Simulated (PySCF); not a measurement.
SMILES [Pb-]([I])([I])[I] (charge -1) at its PBE0/def2-SVP optimised geometry (Å):

```
4

Pb    -1.1590    -1.4454     0.0000
I      1.8014    -1.4454     0.0000
I     -1.8014     1.4454     0.0000
I     -1.7653    -2.2246    -2.7897
```

Computed with PySCF with PBE0/def2-TZVPD, def2 effective core potentials past Kr. The core electrons that the potentials of I, Pb replace are not part of the density. Cells within 0.4 Å of a nucleus heavier than hydrogen are left out (blank, or x).

Map of the electron localisation function on the plane z = 0.0 Å:

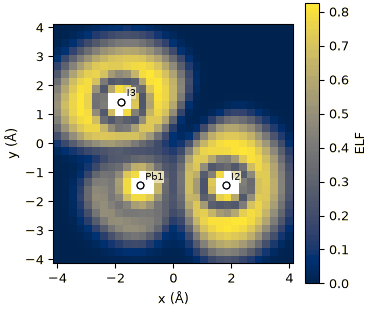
Fig. 1. Electron localisation function on the plane z = 0.0 Å.
